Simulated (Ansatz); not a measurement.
**CH4SiZn: molecular dynamics (part 2 of 2)**

CH4SiZn; RKS r2SCAN/6-31G* (Ansatz 0.2.0). The geometry comes from this level: PBE0-D4/def2-TZVP.

Geometry of the input (Å):
```
C  -0.9747  0.1430  -0.7362
Si 0.3775  0.4369  0.2657
Zn 1.5645  -2.1463  1.1498
H  -0.8758  -0.0179  -1.8035
H  -1.9666  -0.0146  -0.3285
H  0.2281  0.7670  1.7007
H  1.7082  0.7640  -0.2937
```

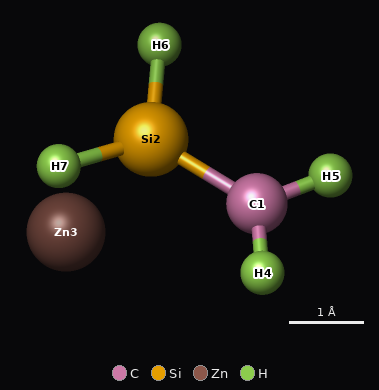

Fig. 1: The geometry at step 13 of the log (ball-and-stick view, seen at a tilt; atoms are numbered from 1 in the order of the input).

### Trajectory as extended XYZ, continued
```
7
Properties=species:S:1:pos:R:3:forces:R:3 step=5 time_fs=2.5 energy=-57385.44740 temperature=275.4
C    -0.9687    0.1225   -0.7389    0.2297   0.2614   0.2029
Si    0.3845    0.4371    0.2762    0.2302  -0.5061  -0.4239
Zn    1.5613   -2.1426    1.1465   -0.1012   0.1853  -0.0666
H    -0.9117   -0.0678   -1.7957    0.2076  -0.0595  -0.4503
H    -1.9639    0.0448   -0.3456   -0.5124  -0.1264   0.3220
H     0.2002    0.7720    1.6921    0.0108   0.1956   0.2672
H     1.7084    0.7479   -0.3293   -0.0648   0.0498   0.1485
7
Properties=species:S:1:pos:R:3:forces:R:3 step=6 time_fs=3.0 energy=-57385.44473 temperature=271.3
C    -0.9673    0.1186   -0.7394    0.1564   0.2713   0.2087
Si    0.3859    0.4370    0.2783    0.1847  -0.5356  -0.5267
Zn    1.5607   -2.1418    1.1459   -0.1008   0.1860  -0.0644
H    -0.9177   -0.0782   -1.7973    0.2331  -0.0463  -0.3794
H    -1.9669    0.0559   -0.3470   -0.4179  -0.1281   0.3046
H     0.1946    0.7743    1.6920    0.0212   0.2079   0.2751
H     1.7081    0.7451   -0.3358   -0.0769   0.0449   0.1821
7
Properties=species:S:1:pos:R:3:forces:R:3 step=7 time_fs=3.5 energy=-57385.44214 temperature=267.2
C    -0.9660    0.1147   -0.7398    0.0380   0.2739   0.1955
Si    0.3874    0.4369    0.2803    0.1360  -0.5616  -0.6073
Zn    1.5601   -2.1410    1.1452   -0.1005   0.1868  -0.0622
H    -0.9232   -0.0887   -1.7998    0.2534  -0.0259  -0.2704
H    -1.9710    0.0666   -0.3477   -0.2759  -0.1303   0.2649
H     0.1890    0.7770    1.6926    0.0331   0.2158   0.2670
H     1.7077    0.7424   -0.3418   -0.0841   0.0413   0.2124
7
Properties=species:S:1:pos:R:3:forces:R:3 step=8 time_fs=4.0 energy=-57385.43875 temperature=261.9
C    -0.9646    0.1108   -0.7401   -0.1099   0.2732   0.1688
Si    0.3889    0.4367    0.2823    0.0829  -0.5842  -0.6655
Zn    1.5594   -2.1403    1.1446   -0.1003   0.1879  -0.0599
H    -0.9281   -0.0993   -1.8029    0.2692   0.0001  -0.1350
H    -1.9757    0.0770   -0.3477   -0.1026  -0.1354   0.2094
H     0.1835    0.7803    1.6938    0.0465   0.2192   0.2434
H     1.7070    0.7398   -0.3472   -0.0858   0.0392   0.2388
7
Properties=species:S:1:pos:R:3:forces:R:3 step=9 time_fs=4.5 energy=-57385.43387 temperature=254.3
C    -0.9633    0.1071   -0.7405   -0.2691   0.2727   0.1352
Si    0.3904    0.4365    0.2842    0.0246  -0.6034  -0.7025
Zn    1.5587   -2.1395    1.1439   -0.1002   0.1891  -0.0577
H    -0.9324   -0.1099   -1.8064    0.2815   0.0296   0.0134
H    -1.9807    0.0871   -0.3472    0.0834  -0.1448   0.1452
H     0.1782    0.7841    1.6956    0.0615   0.2181   0.2054
H     1.7062    0.7373   -0.3521   -0.0816   0.0387   0.2610
7
Properties=species:S:1:pos:R:3:forces:R:3 step=10 time_fs=5.0 energy=-57385.42727 temperature=244.1
C    -0.9620    0.1033   -0.7408   -0.4220   0.2753   0.1020
Si    0.3919    0.4362    0.2860   -0.0395  -0.6197  -0.7205
Zn    1.5581   -2.1387    1.1433   -0.1002   0.1905  -0.0555
H    -0.9359   -0.1204   -1.8098    0.2908   0.0601   0.1607
H    -1.9854    0.0969   -0.3464    0.2646  -0.1589   0.0795
H     0.1730    0.7884    1.6978    0.0778   0.2130   0.1553
H     1.7051    0.7349   -0.3564   -0.0715   0.0397   0.2785
7
Properties=species:S:1:pos:R:3:forces:R:3 step=11 time_fs=5.5 energy=-57385.41929 temperature=231.9
C    -0.9608    0.0996   -0.7411   -0.5531   0.2830   0.0757
Si    0.3934    0.4359    0.2878   -0.1095  -0.6336  -0.7224
Zn    1.5574   -2.1379    1.1426   -0.1003   0.1921  -0.0532
H    -0.9388   -0.1308   -1.8128    0.2975   0.0891   0.2946
H    -1.9895    0.1063   -0.3454    0.4256  -0.1770   0.0183
H     0.1679    0.7932    1.7005    0.0953   0.2042   0.0957
H     1.7039    0.7326   -0.3601   -0.0555   0.0422   0.2913
7
Properties=species:S:1:pos:R:3:forces:R:3 step=12 time_fs=6.0 energy=-57385.41075 temperature=218.8
C    -0.9597    0.0960   -0.7414   -0.6504   0.2971   0.0623
Si    0.3949    0.4355    0.2895   -0.1849  -0.6457  -0.7119
Zn    1.5568   -2.1371    1.1419   -0.1005   0.1939  -0.0509
H    -0.9409   -0.1410   -1.8152    0.3020   0.1141   0.4049
H    -1.9926    0.1153   -0.3444    0.5546  -0.1980  -0.0336
H     0.1631    0.7985    1.7033    0.1133   0.1924   0.0298
H     1.7026    0.7304   -0.3630   -0.0340   0.0461   0.2993
7
Properties=species:S:1:pos:R:3:forces:R:3 step=13 time_fs=6.5 energy=-57385.40265 temperature=206.3
C    -0.9588    0.0925   -0.7416   -0.7055   0.3180   0.0660
Si    0.3964    0.4351    0.2912   -0.2650  -0.6564  -0.6924
Zn    1.5561   -2.1363    1.1413   -0.1008   0.1958  -0.0486
H    -0.9424   -0.1508   -1.8165    0.3043   0.1332   0.4839
H    -1.9944    0.1237   -0.3434    0.6432  -0.2202  -0.0727
H     0.1586    0.8042    1.7063    0.1315   0.1784  -0.0390
H     1.7011    0.7283   -0.3652   -0.0077   0.0511   0.3028
7
Properties=species:S:1:pos:R:3:forces:R:3 step=14 time_fs=7.0 energy=-57385.39592 temperature=196.0
C    -0.9580    0.0890   -0.7419   -0.7131   0.3456   0.0896
Si    0.3979    0.4346    0.2928   -0.3484  -0.6662  -0.6678
Zn    1.5554   -2.1355    1.1406   -0.1012   0.1979  -0.0463
H    -0.9431   -0.1604   -1.8167    0.3046   0.1447   0.5268
H    -1.9947    0.1317   -0.3426    0.6862  -0.2420  -0.0970
H     0.1544    0.8104    1.7091    0.1492   0.1629  -0.1074
H     1.6997    0.7263   -0.3667    0.0227   0.0571   0.3020
7
Properties=species:S:1:pos:R:3:forces:R:3 step=15 time_fs=7.5 energy=-57385.39117 temperature=188.7
C    -0.9573    0.0855   -0.7421   -0.6709   0.3793   0.1340
Si    0.3993    0.4340    0.2943   -0.4333  -0.6757  -0.6412
Zn    1.5547   -2.1347    1.1399   -0.1016   0.2001  -0.0440
H    -0.9431   -0.1696   -1.8157    0.3028   0.1476   0.5311
H    -1.9932    0.1391   -0.3420    0.6813  -0.2617  -0.1050
H     0.1505    0.8170    1.7117    0.1658   0.1467  -0.1724
H     1.6983    0.7245   -0.3674    0.0559   0.0637   0.2975
7
Properties=species:S:1:pos:R:3:forces:R:3 step=16 time_fs=8.0 energy=-57385.38853 temperature=184.6
C    -0.9567    0.0822   -0.7423   -0.5793   0.4181   0.1984
Si    0.4007    0.4334    0.2958   -0.5176  -0.6849  -0.6157
Zn    1.5541   -2.1338    1.1392   -0.1022   0.2024  -0.0416
H    -0.9423   -0.1785   -1.8134    0.2990   0.1411   0.4969
H    -1.9902    0.1458   -0.3417    0.6283  -0.2779  -0.0965
H     0.1471    0.8239    1.7139    0.1809   0.1305  -0.2312
H     1.6970    0.7228   -0.3675    0.0909   0.0706   0.2897
7
Properties=species:S:1:pos:R:3:forces:R:3 step=17 time_fs=8.5 energy=-57385.38762 temperature=183.1
C    -0.9563    0.0789   -0.7425   -0.4411   0.4607   0.2804
Si    0.4020    0.4327    0.2972   -0.5990  -0.6940  -0.5937
Zn    1.5534   -2.1330    1.1386   -0.1028   0.2048  -0.0392
H    -0.9408   -0.1870   -1.8099    0.2934   0.1254   0.4267
H    -1.9857    0.1519   -0.3416    0.5295  -0.2893  -0.0720
H     0.1440    0.8311    1.7155    0.1939   0.1150  -0.2817
H     1.6960    0.7213   -0.3668    0.1260   0.0774   0.2794
7
Properties=species:S:1:pos:R:3:forces:R:3 step=18 time_fs=9.0 energy=-57385.38774 temperature=183.2
C    -0.9560    0.0757   -0.7426   -0.2619   0.5054   0.3761
Si    0.4033    0.4320    0.2986   -0.6748  -0.7028  -0.5770
Zn    1.5527   -2.1321    1.1379   -0.1034   0.2072  -0.0368
H    -0.9387   -0.1953   -1.8053    0.2859   0.1011   0.3255
H    -1.9799    0.1573   -0.3417    0.3900  -0.2954  -0.0331
H     0.1415    0.8387    1.7164    0.2044   0.1008  -0.3219
H     1.6952    0.7199   -0.3655    0.1599   0.0837   0.2673
7
Properties=species:S:1:pos:R:3:forces:R:3 step=19 time_fs=9.5 energy=-57385.38802 temperature=183.7
C    -0.9557    0.0727   -0.7426   -0.0505   0.5502   0.4798
Si    0.4046    0.4312    0.2999   -0.7426  -0.7113  -0.5670
Zn    1.5520   -2.1313    1.1372   -0.1041   0.2096  -0.0343
H    -0.9358   -0.2033   -1.8000    0.2767   0.0696   0.2006
H    -1.9731    0.1620   -0.3419    0.2177  -0.2957   0.0175
H     0.1394    0.8464    1.7166    0.2119   0.0884  -0.3507
H     1.6949    0.7188   -0.3635    0.1909   0.0893   0.2541
7
Properties=species:S:1:pos:R:3:forces:R:3 step=20 time_fs=10.0 energy=-57385.38778 temperature=183.3
C    -0.9554    0.0697   -0.7426    0.1809   0.5932   0.5852
Si    0.4057    0.4303    0.3012   -0.7996  -0.7191  -0.5644
Zn    1.5513   -2.1304    1.1365   -0.1048   0.2120  -0.0319
H    -0.9323   -0.2111   -1.7942    0.2657   0.0331   0.0622
H    -1.9659    0.1660   -0.3420    0.0240  -0.2909   0.0754
H     0.1378    0.8544    1.7160    0.2164   0.0782  -0.3670
H     1.6950    0.7179   -0.3610    0.2175   0.0936   0.2406
```

### Results in brief

```tsv
quantity	value
outcome	finished
mean temperature over the second half	200 K
trajectory	20 steps, 10 fs
ensemble	nvt_nose_hoover
temperature in the input	300 K
time step	0.5 fs
potential energy (last step)	−57385.3878 eV
SCF solution under orbital rotations (last step)	stable
largest force (length of the vector) (last step)	1.215 eV/Å
dipole moment (last step)	0.43 D
hardware	2 threads of INTEL XEON PLATINUM @ 2.10GHz, 23 GiB of memory available, shared host
wall time	27 s (CPU time 50 s)
peak memory	0.15 GiB
```

So short a trajectory is not equilibrated. The temperature stays far from the 300 K of the thermostat over the second half: the run isn't equilibrated.
